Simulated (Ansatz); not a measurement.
A series of calculations on AsH2O

## 1. Relaxation

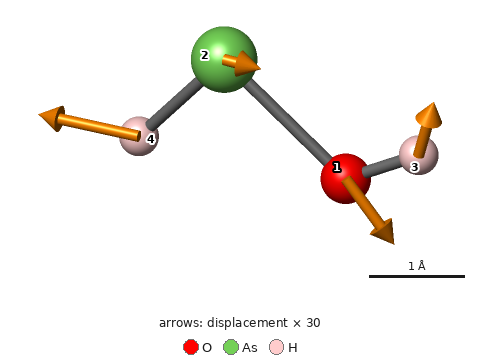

This is a relaxation of AsH2O (multiplicity 2). The starting structure is drawn; orange arrows show the displacements, magnified 30 times. The two geometries are superimposed by the best rigid fit.

The picture is a ball-and-stick view, seen at a tilt.

The run prepares an end point of a later path (hydrogen shift) calculation, from a guessed geometry.

Theory: UKS B3LYP/def2-SVP in Ansatz. Settings: collinear spin; force threshold 0.02 eV/Å; at most 50 steps.

**Describe the change and its energy.**

After 5 geometry steps the energy has fallen by 0.021 eV. Largest force component: 0.68 eV/Å at the start, 0.0003 eV/Å at the end. H4 moves most after the best rigid fit: 0.038 Å. Largest moves by element: H 0.038 Å, O 0.029 Å, As 0.014 Å. Some distances before and after: As2–H4 1.501 → 1.535 Å, O1–As2 1.795 → 1.812 Å, O1–H3 0.956 → 0.969 Å. Bond angles that change, for instance: As2–O1–H3 111.5° → 108.3°. Cost: 16 s on 1 thread of Intel(R) Xeon(R) Platinum 8488C (Sapphire Rapids) (shared host), peak memory 0.15 GiB.

## 2. Relaxation

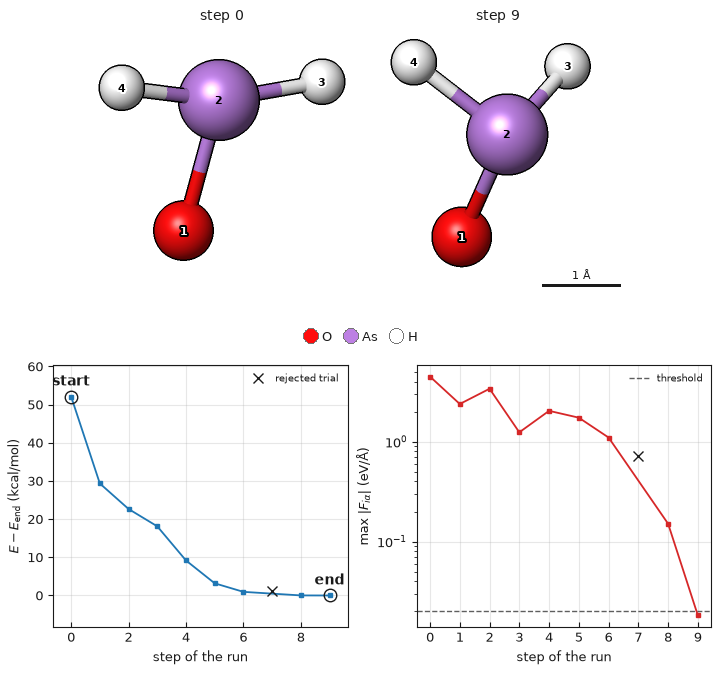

First and last geometry of a relaxation of AsH$_{2}$O (multiplicity 2), with the history of the run. Style: ball-and-stick. Shown at a tilt.

The run prepares an end point of a later path (hydrogen shift) calculation, from a guessed geometry.

These are results of Ansatz 0.2.0, UKS B3LYP/def2-SVP, not measurements. Settings: collinear spin; force threshold 0.02 eV/Å; at most 50 steps.

**What do the curves and the structures tell?**

It converged. Over 8 accepted moves (9 points after the start) the energy falls by 52.1 kcal/mol. The largest force component goes from 4.5 to 0.018 eV/Å. The line search rejected the trial step at point 7 of the run. The largest move after the best rigid fit is that of As2, 0.58 Å. Largest moves by element: As 0.58 Å, H 0.47 Å, O 0.15 Å. Near-neighbour distances that change, for instance: O1–As2 1.795 → 1.696 Å, As2–H4 1.501 → 1.535 Å, As2–H3 1.520 → 1.535 Å. Among the angles between lasting bonds that change: H3–As2–H4 164.1° → 98.3°, O1–As2–H4 91.3° → 106.0°. Cost: 29 s on 1 thread of Intel(R) Xeon(R) Platinum 8488C (Sapphire Rapids), on a shared host, peak memory 0.15 GiB.

## 3. Path

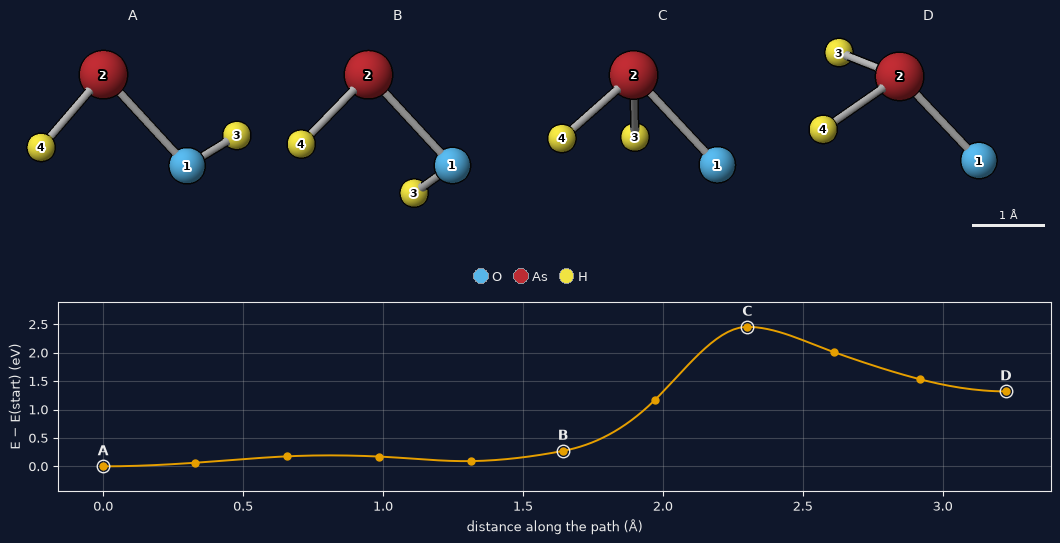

A search for the minimum-energy path of AsH2O (multiplicity 2) by the nudged elastic band. Images are numbered from 0 (start) to 10 (end). Frames A to D are images 0, 5, 7, 10. Style: ball-and-stick. Shown at a tilt.

Method: UKS B3LYP/def2-SVP in Ansatz.

Input
```yaml
crystal:
  periodic: [false, false, false]
  atoms:
    - { symbol: O, position_ang: [-0.247681, -0.74995, 0.338896] }
    - { symbol: As, position_ang: [0.576129, 0.720936, -0.325699] }
    - { symbol: H, position_ang: [0.433081, -1.378004, 0.622909] }
    - { symbol: H, position_ang: [-0.761529, 1.407017, -0.636097] }
magnetization:
  spin_polarized: true
  initial_magnetization: 1
basis:
  gaussian: { orbitals: def2-SVP }
hamiltonian:
  xc: b3lyp
neb:
  order_check: false
  images: 9
  f_tol: 0.05
  max_iterations: 47
  final_atoms:
    - { symbol: O, position_ang: [-0.96202868, -0.36912939, 1.1616331] }
    - { symbol: As, position_ang: [0.31487964, 0.29055169, 0.26105676] }
    - { symbol: H, position_ang: [0.97716055, -0.88846119, -0.46549324] }
    - { symbol: H, position_ang: [-0.3300115, 0.96703789, -0.95718762] }
  initial_path:
    images:
      - { positions_ang: [[-0.247681, -0.74995, 0.338896], [0.576129, 0.720936, -0.325699], [0.433081, -1.378004, 0.622909], [-0.761529, 1.407017, -0.636097]] }
      - { positions_ang: [[-0.36012221, -0.7436258, 0.3360651], [0.55286464, 0.66431256, -0.30009201], [0.53203197, -1.33162418, 0.60192351], [-0.7247744, 1.41093642, -0.6378876]] }
      - { positions_ang: [[-0.47256341, -0.73730159, 0.3332342], [0.52960027, 0.60768913, -0.27448502], [0.63098294, -1.28524436, 0.58093802], [-0.6880198, 1.41485583, -0.6396782]] }
      - { positions_ang: [[-0.58500462, -0.73097739, 0.3304033], [0.50633591, 0.55106569, -0.24887804], [0.72993391, -1.23886455, 0.55995253], [-0.6512652, 1.41877525, -0.64146879]] }
      - { positions_ang: [[-0.69744582, -0.72465319, 0.3275724], [0.48307154, 0.49444225, -0.22327105], [0.82888488, -1.19248473, 0.53896704], [-0.6145106, 1.42269466, -0.64325939]] }
      - { positions_ang: [[-0.80988703, -0.71832898, 0.3247415], [0.45980718, 0.43781881, -0.19766406], [0.92783585, -1.14610491, 0.51798155], [-0.577756, 1.42661408, -0.64504999]] }
      - { positions_ang: [[-0.84031536, -0.64848907, 0.49211982], [0.43082167, 0.40836539, -0.1059199], [0.93770079, -1.09457617, 0.32128659], [-0.5282071, 1.33469884, -0.70747752]] }
      - { positions_ang: [[-0.87074369, -0.57864915, 0.65949814], [0.40183616, 0.37891196, -0.01417573], [0.94756573, -1.04304742, 0.12459164], [-0.4786582, 1.24278361, -0.76990504]] }
      - { positions_ang: [[-0.90117202, -0.50880923, 0.82687646], [0.37285065, 0.34945854, 0.07756843], [0.95743067, -0.99151868, -0.07210332], [-0.4291093, 1.15086837, -0.83233257]] }
      - { positions_ang: [[-0.93160035, -0.43896931, 0.99425478], [0.34386514, 0.32000512, 0.16931259], [0.96729561, -0.93998993, -0.26879828], [-0.3795604, 1.05895313, -0.8947601]] }
      - { positions_ang: [[-0.96202868, -0.36912939, 1.1616331], [0.31487964, 0.29055169, 0.26105676], [0.97716055, -0.88846119, -0.46549324], [-0.3300115, 0.96703789, -0.95718762]] }
```

Launched with:
```bash
ansatz run input.yaml --threads 1 --pin off --max-ram 2048MiB --backend cpu --events-out ev --progress --plain --runs-dir out
```

What happens along the path, and what is the barrier?

Answer. The path has more than one stage, and so few images may leave a stage unresolved. Breaking: O1–H3 (0.97 → 1.47 at the top → 2.58 Å). Forming: As2–H3 (2.31 → 1.61 at the top → 1.54 Å). The highest point, image 7, lies 2.46 eV above the start and 1.14 eV above the end; the end is at +1.32 eV relative to the start. The profile has 2 maxima (images 2, 7) with a dip at image 4 (+0.09 eV), so the process runs in steps. The band converged in 28 iterations. The largest component of the band force went from 3.2 to 0.013 eV/Å. The climbing image converged on the top of the path. Its vibrational analysis gives one imaginary mode (1642i cm⁻¹), as a transition state must have.

Cost: 8.3 min on 1 thread of Intel(R) Xeon(R) Platinum 8488C (Sapphire Rapids), on a shared host, peak memory 0.15 GiB.
